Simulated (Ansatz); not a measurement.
**wB97X/STO-3G run of [HSO2]− (SMILES O=[SH][O-])**

What is the vertical ionisation energy of [HSO2]− at wB97X/STO-3G? 

The calculation is run with Ansatz 0.2.0.

11 further runs of the same task are left out: 9 that didn't finish, 2 set aside as unsound or not needed.

**1. The structure to begin with**

[HSO2]− has 4 atoms, charge -1, and is taken as a singlet. SMILES: `O=[SH][O-]`. Geometry: relaxed at GFN2-xTB.

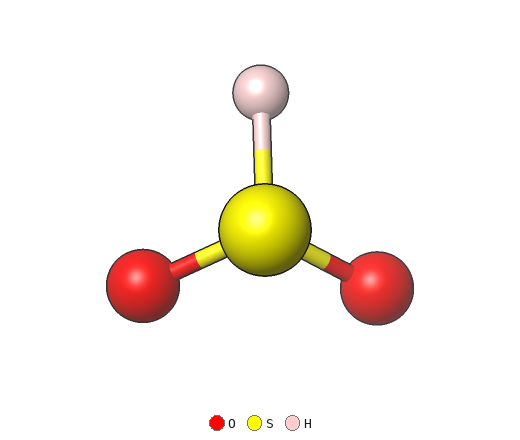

Viewed from a chosen angle; oxygen red, sulfur yellow, hydrogen pink.

**2. A single-point energy at wB97X/STO-3G**

File run.yaml:

```yaml
crystal:
  periodic: [false, false, false]
  atoms:
    - {symbol: O, position_ang: [-1.198220, 0.078790, 0.730410]}
    - {symbol: S, position_ang: [-0.199070, -0.294820, -0.302710]}
    - {symbol: O, position_ang: [1.007500, -0.941190, 0.274450]}
    - {symbol: H, position_ang: [0.389790, 1.157220, -0.702150]}
basis:
  gaussian: {orbitals: STO-3G}
total_charge: -1
hamiltonian: {xc: {name: wB97X}}
accuracy: high
```

On the command line:

```sh
ansatz run run.yaml --threads 1 --pin off --max-ram 2610MiB --events-out events.jsonl --progress --plain --runs-dir runs
```

Output:

```text
Warning: RAYON_NUM_THREADS=1 ignored (pool sized by the plan → 1); use --threads N
Functional definition: wB97X
  name "wB97X"
  parameter omega = 0.3/bohr
  parameter cx = 0.157706
  parameter cx1 = 0.726479
  parameter cx2 = 1.04760
  parameter cx3 = -5.70635
  parameter cx4 = 13.2794
  parameter css1 = -4.33879
  parameter css2 = 18.2308
  parameter css3 = -31.7430
  parameter css4 = 17.2901
  parameter cos1 = 2.37031
  parameter cos2 = -11.3995
  parameter cos3 = 6.58405
  parameter cos4 = -3.78132
  exchange = spin_sum(e_x_unif_sr(omega)*poly(b97_u_x, 1 - cx, cx1, cx2, cx3, cx4)) + cx*exact_x_sr(omega)
      + exact_x_lr(omega)
  correlation = spin_sum(e_c_pw_same_spin*poly(b97_u_same, 1, css1, css2, css3, css4))
      + integral(e_c_pw_opposite_spin*poly(b97_u_opposite, 1, cos1, cos2, cos3, cos4))
361 factors; integrals over basis functions are off by at most 3.3e-8 eV
129 factors; integrals over basis functions are off by at most 1.3e-9 eV
mean field evaluation 1: about -14751.7542 eV, gradient 3.6e1 eV
mean field evaluation 2: about -14754.7450 eV, gradient 2.3e1 eV
mean field evaluation 4: about -14756.5361 eV, gradient 2.5e-1 eV
mean field evaluation 8: about -14756.5533 eV, gradient 4.5e-2 eV
mean field evaluation 16: about -14756.5533 eV, gradient 7.5e-7 eV
mean field -14756.55332960 eV, -542.2933325119 hartree, gradient 3.3e-8 eV, S^2 0.000000; 0 other end points of the search recorded, 0 dependent functions left out
reference -14756.55332857 eV, -542.2933324737 hartree; 17, 17 occupied and 3, 3 virtual orbitals, 361 factors
Total energy: -14756.55332857 eV, -542.2933324737 hartree
```

Wall time 4.2 s (1 thread of Arm Neoverse V2, shared host); peak memory 0.22 GiB.

**3. Doublet neutral HSO2**

File job.yaml:

```yaml
crystal:
  periodic: [false, false, false]
  atoms:
    - {symbol: O, position_ang: [-1.198220, 0.078790, 0.730410]}
    - {symbol: S, position_ang: [-0.199070, -0.294820, -0.302710]}
    - {symbol: O, position_ang: [1.007500, -0.941190, 0.274450]}
    - {symbol: H, position_ang: [0.389790, 1.157220, -0.702150]}
basis:
  gaussian:
    orbitals: STO-3G
magnetization:
  spin_polarized: true
  initial_magnetization: 1
hamiltonian:
  xc: {name: wB97X}
accuracy: high
```

On the command line:

```sh
ansatz run job.yaml --threads 1 --pin off --max-ram 2610MiB --events-out events.jsonl --progress --plain --runs-dir runs
```

Output (excerpt; [...] marks lines left out):

```text
Warning: RAYON_NUM_THREADS=1 ignored (pool sized by the plan → 1); use --threads N
Functional definition: wB97X
  name "wB97X"
[...]
      + exact_x_lr(omega)
[...]
      + integral(e_c_pw_opposite_spin*poly(b97_u_opposite, 1, cos1, cos2, cos3, cos4))
361 factors; integrals over basis functions are off by at most 3.3e-8 eV
129 factors; integrals over basis functions are off by at most 1.3e-9 eV
[...]
mean field -14759.93856129 eV, -542.4177374818 hartree, gradient 1.5e-8 eV, S^2 0.770826; 6 other end points of the search recorded, 0 dependent functions left out
reference -14759.93856029 eV, -542.4177374449 hartree; 17, 16 occupied and 3, 4 virtual orbitals, 361 factors
Total energy: -14759.93856029 eV, -542.4177374449 hartree
```

Run time: 11 s. Hardware: 1 thread of Arm Neoverse V2, shared host; peak memory 0.36 GiB.

**4. What came out**

Level: wB97X/STO-3G.

| quantity | value |
| --- | --- |
| singlet [HSO2]−: total energy | -542.29333 Eh |
| doublet neutral HSO2: total energy | -542.41774 Eh |
| doublet neutral HSO2: ⟨S²⟩ | 0.771 |
| vertical detachment energy (to the doublet neutral) | -3.385 eV |

**Reading.** The species is unbound against losing an electron at this level, by 3.39 eV (−327 kJ/mol); missing correlation or diffuse functions can give that sign where the real anion is bound. In a minimal basis such a difference can be off by several eV, whatever the method.
